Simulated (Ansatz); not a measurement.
TlBiPt$_{2}$Au$_{6}$ (10 atoms in the cell), run with Ansatz.

```
crystal:
  lattice:
    - [0.0, 4.774756, 4.774756]
    - [4.774756, 0.0, 4.774756]
    - [4.774756, 4.774756, 0.0]
  atoms:
    - { symbol: Tl, position: [0.5, 0.5, 0.5] }
    - { symbol: Pt, position: [0.25, 0.25, 0.25] }
    - { symbol: Pt, position: [0.75, 0.75, 0.75] }
    - { symbol: Au, position: [0.77, 0.23, 0.23] }
    - { symbol: Au, position: [0.23, 0.77, 0.23] }
    - { symbol: Au, position: [0.23, 0.77, 0.77] }
    - { symbol: Au, position: [0.77, 0.23, 0.77] }
    - { symbol: Au, position: [0.23, 0.23, 0.77] }
    - { symbol: Au, position: [0.77, 0.77, 0.23] }
    - { symbol: Bi, position: [0.0, 0.0, 0.0] }
  symmetry: { tolerance: 0.0003 }
kpoints:
  mp_grid: { grid: [3, 3, 3], shift: [0, 0, 0] }
magnetization:
  spin_polarized: false
scf:
  occupations: { method: gaussian, width: 0.0205 }
  convergence: { dr2_threshold: 1.0e-16 }
  max_iter: 75
hamiltonian:
  pseudopotentials: { kind: paw }
  xc: r2scan
basis:
  ecutwfc: 500
output:
  forces: true
  stress: true
  eigenvalues: true
```

Command:
```bash
ansatz run input.yaml --threads 1 --pin off --max-ram 2560MiB --backend cpu --events-out ev --progress --plain --runs-dir out
```

Q: How does the iteration go?

A: The run converged; it took 16 iterations. The residual falls at every step. The input holds an odd setting (a threshold meant to be out of reach), but it does no harm here: the energy lies within 1 meV per atom of a run with usual settings.

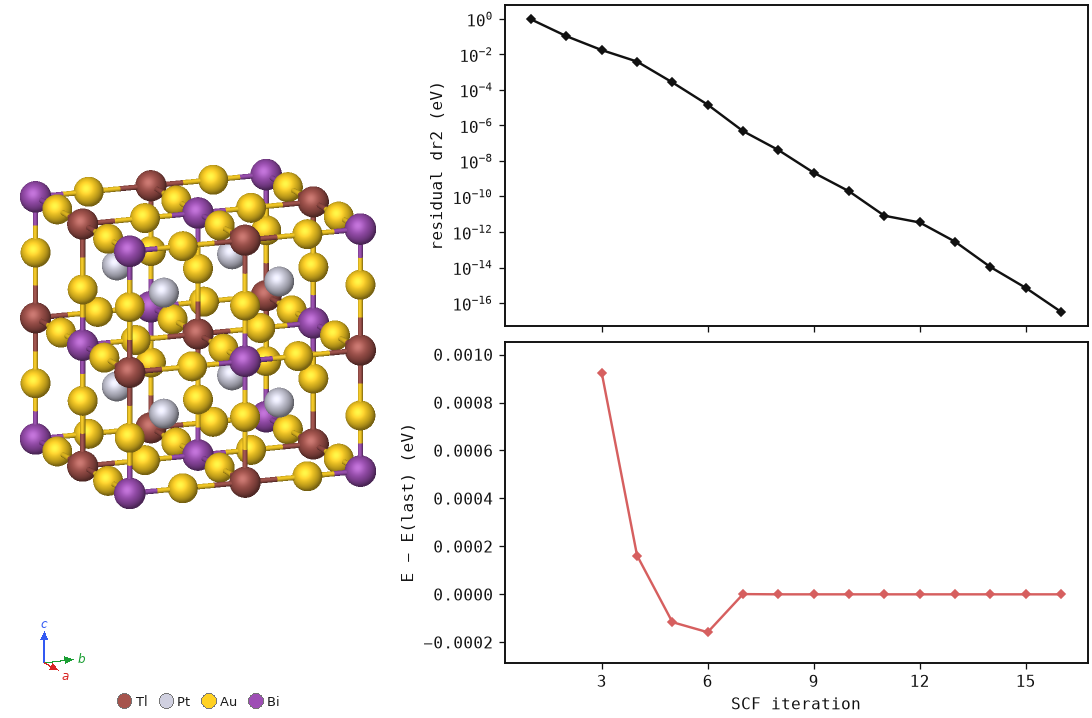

Beside the plot: the structure in its conventional cell.

SCF iterations of a calculation: density residual dr2, Harris–Foulkes energy less its last value. The starting density is a sum of atomic densities corrected by a trained network. The first two energies lie far off the scale and aren't drawn.
